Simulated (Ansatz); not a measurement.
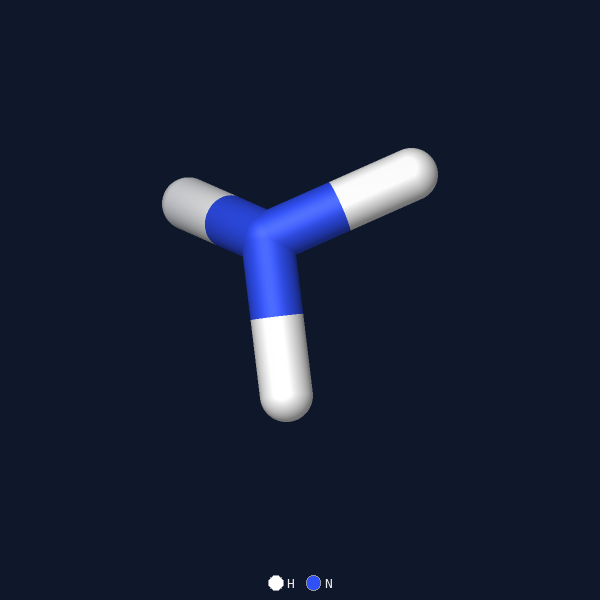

Rendered structure (stick style). Every bond is drawn as one stick, whatever its order.

Describe the molecule.

It has 4 atoms: 1 nitrogen and 3 hydrogen (NH3). The point group is C3v. Coordination: 1 N trigonal pyramidal.

The parts below concern this one geometry. Atoms keep their numbers from picture to picture. The geometry was computed by an optimisation with PBE0-D4/def2-TZVP.

**Shape**

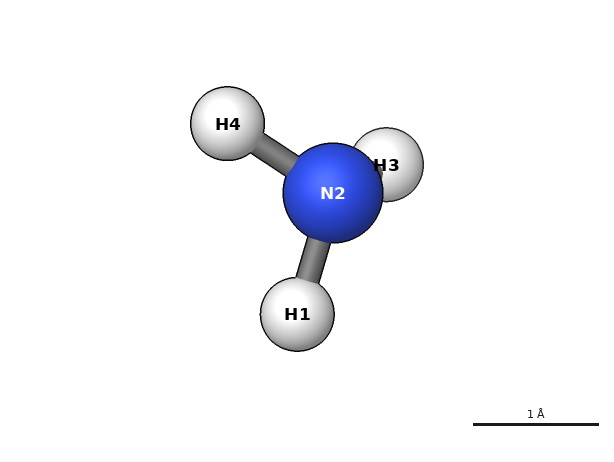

Numbered structure.

List the bonds and their lengths.

| bond | length (Å) |
| --- | --- |
| H1–N2 | 1.013 |
| N2–H3 | 1.013 |
| N2–H4 | 1.013 |

**Charges**

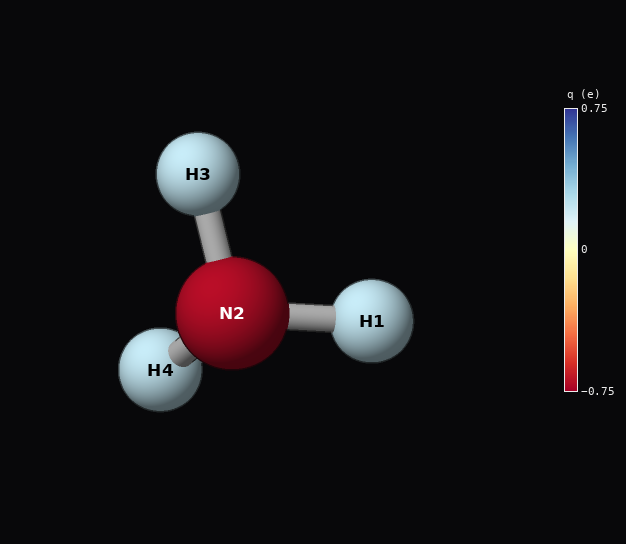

Atoms are coloured by their Mulliken charges. Properties computed with RKS PBE0-D4/def2-TZVP (Ansatz 0.2.0).

List the Mulliken charges.

| atom | value (e) |
| --- | --- |
| H1 | 0.23 |
| N2 | −0.70 |
| H3 | 0.23 |
| H4 | 0.23 |

**Vibrations**

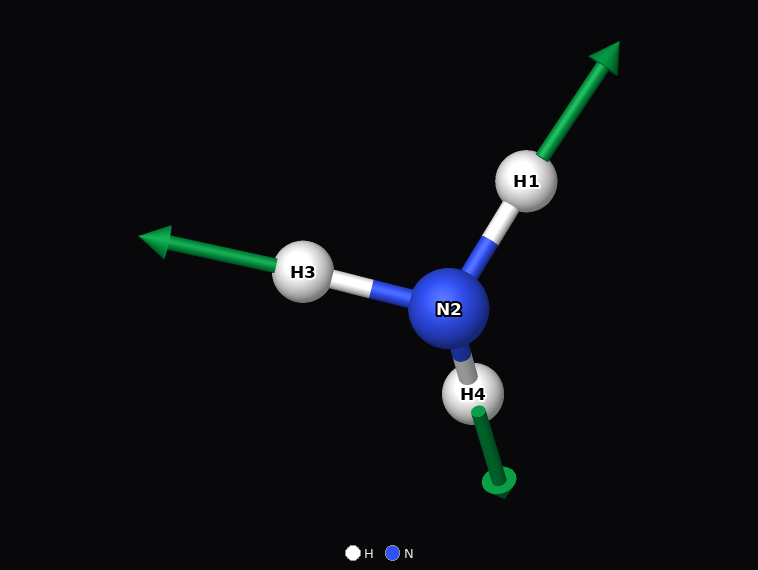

The arrows show one normal mode. Harmonic vibrations computed with RKS PBE0-D4/def2-TZVP (Ansatz 0.2.0) at a stationary point of the same level.

Describe the motion.

Answer. Mostly in-phase stretching of 3 N–H bonds.

Estimate its harmonic wavenumber.

Answer. 3502 cm⁻¹; it is mode 4 of 6 counted from the lowest.

**Electronic properties**

Properties computed with RKS PBE0-D4/def2-TZVPP (Ansatz 0.2.0).

Estimate the HOMO energy (Kohn–Sham orbital).

Answer. −7.58 eV.

What is the HOMO–LUMO gap?

Answer. 8.62 eV.

Mulliken values depend strongly on the basis set and can even reverse the polarity of a bond.
